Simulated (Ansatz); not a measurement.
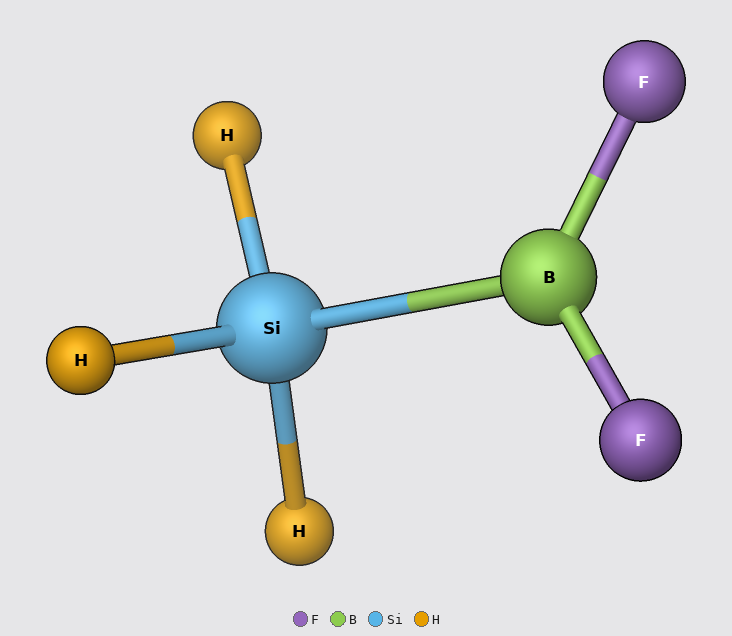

Rendered structure (ball-and-stick style). Every bond is drawn as one stick, whatever its order.

Question: Give the formula.

Answer: BF2H3Si, 7 atoms: 1 boron, 2 fluorine, 3 hydrogen and 1 silicon.

Question: Describe its rings.

Answer: It has no ring.

Question: Name some functional groups or characteristic bonds that it holds.

Answer: Among them: Si–H bond.

Question: How many bonds of each kind are drawn?

Answer: 3 Si–H, 2 B–F, 1 B–Si.

More results for the same structure follow; atom numbers are the same in all pictures, views and colours differ. The geometry was computed by an optimisation with PBE0-D4/def2-TZVP.

Shape

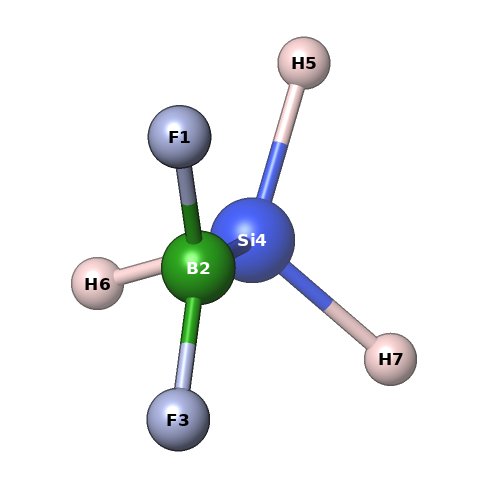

Si4 lies behind B2. The molecule seen a little off the B2–Si4 bond, B2 in front. Depth is shown by fading: the farther an atom, the more it takes the colour of the background.

Question: What is the torsion angle F1–B2–Si4–H5? The sign is positive where the front bond must turn clockwise to cover the back bond.

Answer: 13°, synperiplanar (eclipsed).

Vibrations

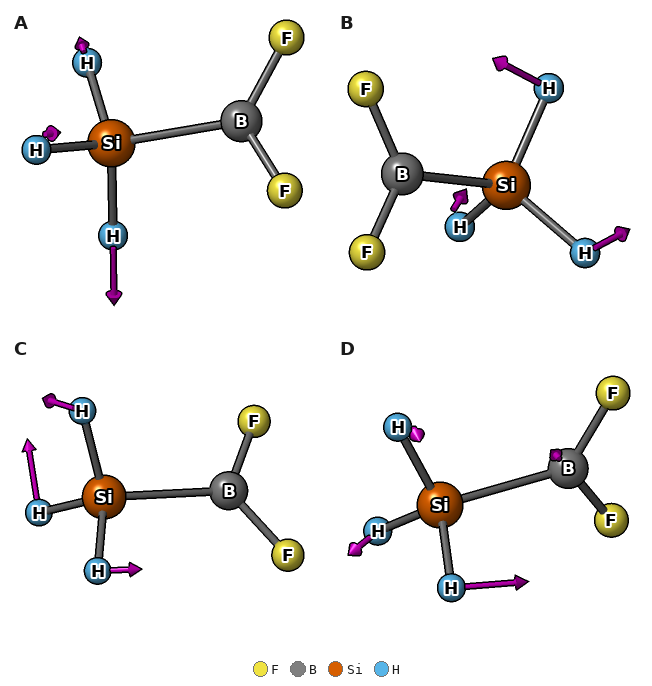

4 normal modes of one molecule or complex, as arrows. Harmonic vibrations computed with RKS PBE0-D4/def2-TZVP (Ansatz 0.2.0) at a stationary point of the same level.

Question: Match the panels to the wavenumbers 357 cm⁻¹, 575 cm⁻¹, 934 cm⁻¹, 2234 cm⁻¹.

Answer: A: 2234 cm⁻¹, Si–H stretching
B: 575 cm⁻¹, B–Si–H bending
C: 934 cm⁻¹, H–Si–H bending
D: 357 cm⁻¹

Dipole moment

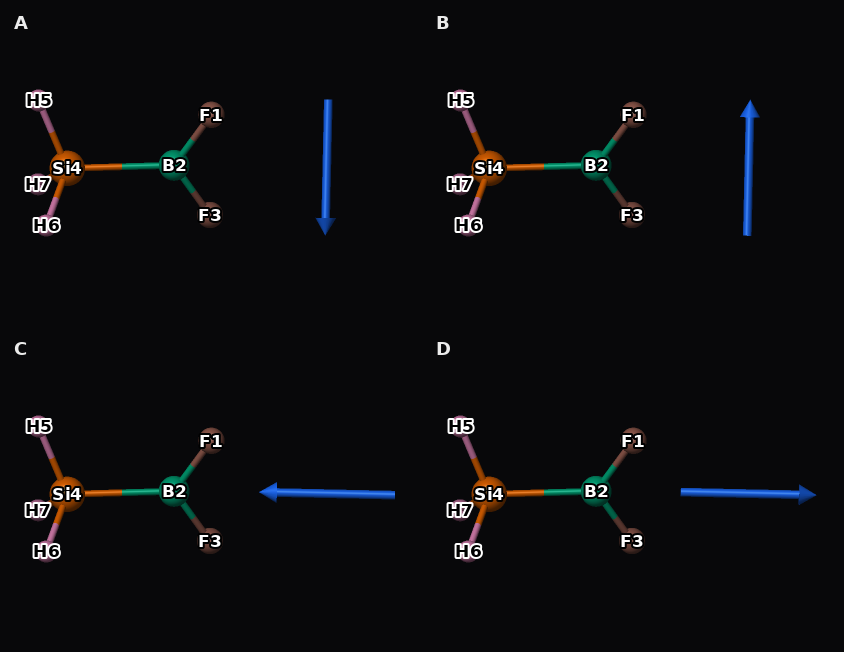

The same molecule four times, each with an arrow. Method: RKS ωB97M-V/def2-TZVPP (Ansatz 0.2.0).

Question: Which arrow points along the dipole moment, from the negative to the positive end?

Answer: C. The dipole moment is 0.92 D; it points from the side of F1, F3 to the side of H5, H7 (the outermost atoms at the two ends).

Electronic properties

Level of theory: RKS CAM-B3LYP-D4/def2-TZVPP (Ansatz 0.2.0).

What does the calculation give?

- HOMO energy (Kohn–Sham orbital): −10.55 eV
- LUMO energy (Kohn–Sham orbital): −0.02 eV
- HOMO–LUMO gap: 10.52 eV
- dispersion correction: −8.6 kJ/mol

Charges

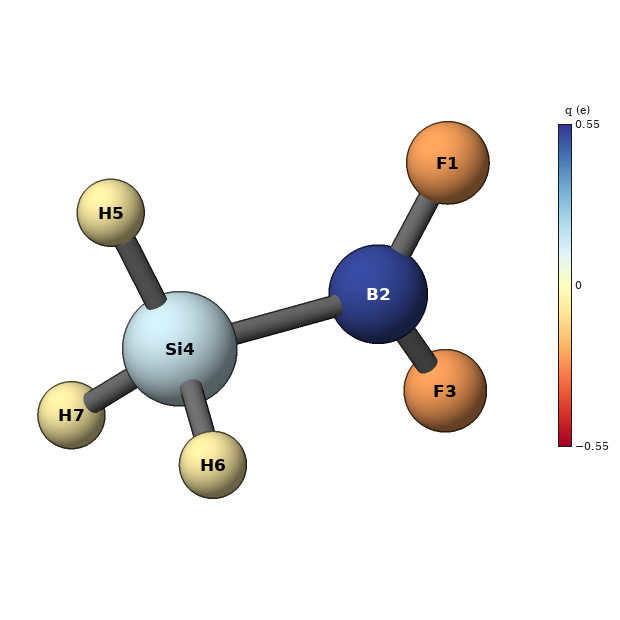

Atoms are coloured by their Mulliken charges. Properties computed with RKS r2SCAN-D4/def2-TZVPP (Ansatz 0.2.0).

Question: Which atom carries the highest charge (most positive or least negative)?

Answer: B2 (0.51 e).

Question: And the lowest?

Answer: F1, F3 (−0.24 e).

List the Mulliken charges.

```json
{"atom": "F1", "value (e)": "−0.24"}
{"atom": "B2", "value (e)": "0.51"}
{"atom": "F3", "value (e)": "−0.24"}
{"atom": "Si4", "value (e)": "0.14"}
{"atom": "H5", "value (e)": "−0.06"}
{"atom": "H6", "value (e)": "−0.06"}
{"atom": "H7", "value (e)": "−0.06"}
```

Mulliken values depend strongly on the basis set and can even reverse the polarity of a bond.
